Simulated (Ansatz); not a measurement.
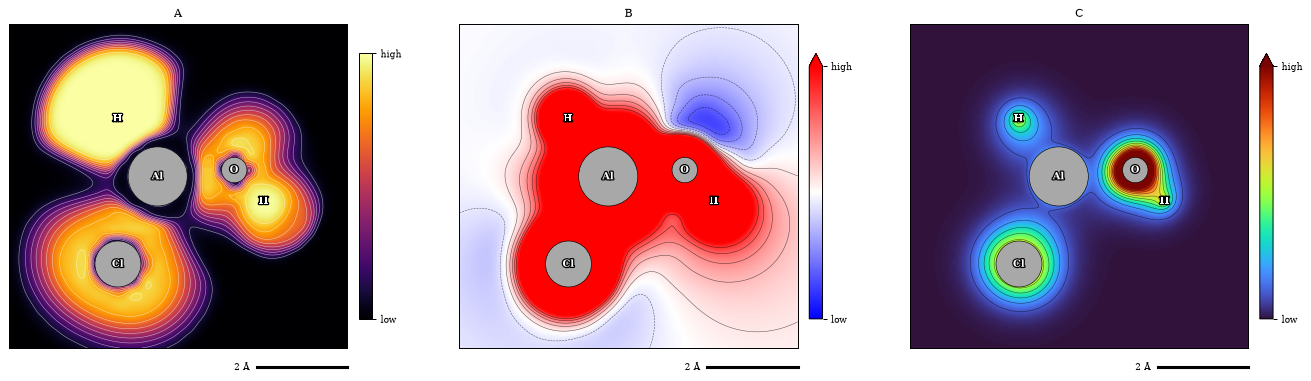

AlClH$_{2}$O: 3 fields on the molecular plane, with unlabelled colour scales. Grey discs cover the atomic cores.

The calculation used Ansatz, RHF/cc-pVDZ.

**Match the panels to the quantities (electron density, electron localisation function and electrostatic potential).**

Panel A: electron localisation function. Panel B: electrostatic potential (strongly positive close to the atoms, with negative regions outside electron-rich atoms). Panel C: electron density. From the grid: Al–O (1.70 Å): ρ at the midpoint is about 0.76 e/Å³; the ELF peaks at about 0.90 in the valence shell of O, 0.7 Å from its nucleus, and is about 0.25 at the midpoint. Al–Cl (2.13 Å): ρ at the midpoint is about 0.67 e/Å³; the ELF peaks at about 0.90 in the valence shell of Cl, 0.9 Å from its nucleus, and is about 0.80 at the midpoint.
